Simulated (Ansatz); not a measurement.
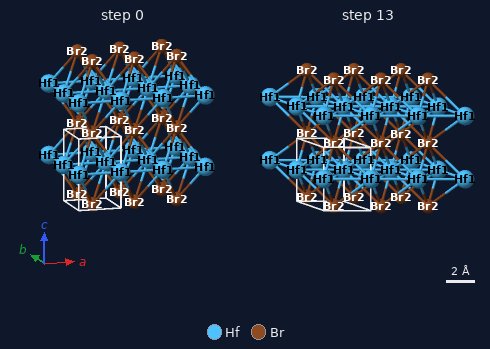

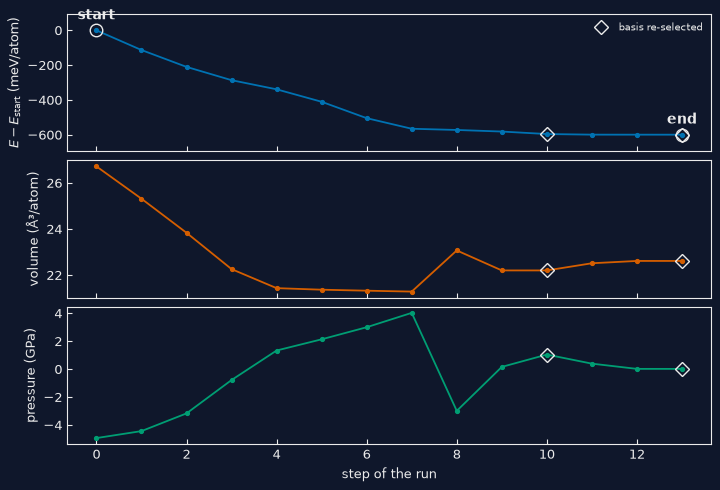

First and last geometry of a relaxation of a crystal of HfBr (a generated structure, set up in Cmmm) (coarse preliminary run), with the history of the run. Style: ball-and-stick. Shown: the cell of the calculation, repeated 3 × 2 × 2 with one cell outlined, slightly off an axis.

The calculation used DFT PBE, scalar-relativistic, plane waves, PAW in Ansatz. Set-up: plane-wave cutoff 420 eV; k-point mesh 6 × 6 × 4; occupations gaussian; smearing width 0.1 eV; no spin polarisation; cell and atoms relaxed; force threshold 0.04 eV/Å; at most 70 steps.

Question: What do the curves and the structures tell?

Answer: It converged. After 11 accepted moves (13 points after the start) the energy has fallen by 599 meV per atom. All forces vanish by symmetry, so only the cell relaxes. The pressure goes from −4.93 to 0.02 GPa. At 2 points the geometry stayed and the basis and grid were re-selected for the new cell (energy shift of 14.3 meV per atom at most each time). No atom moves by more than 0.005 Å relative to the cell. The volume changes by −15.4 %, with a = b 3.166 → 3.421 Å (+8.1 %), c 5.357 → 4.734 Å (−11.6 %), γ 95.6° → 125.3°. Near-neighbour distances that change, for instance: Br2–Br2 4.253 → 3.144 Å, Hf1–Hf1 4.253 → 3.144 Å, Hf1–Br2 3.420 → 2.842 Å, Hf1–Br2 (another image) 3.560 → 3.852 Å. Among the angles between lasting bonds that change: Hf1–Br2–Hf1 103.1° → 112.8°, Hf1–Br2–Hf1 76.9° → 67.2°. The space group stays Cmmm (No. 65).
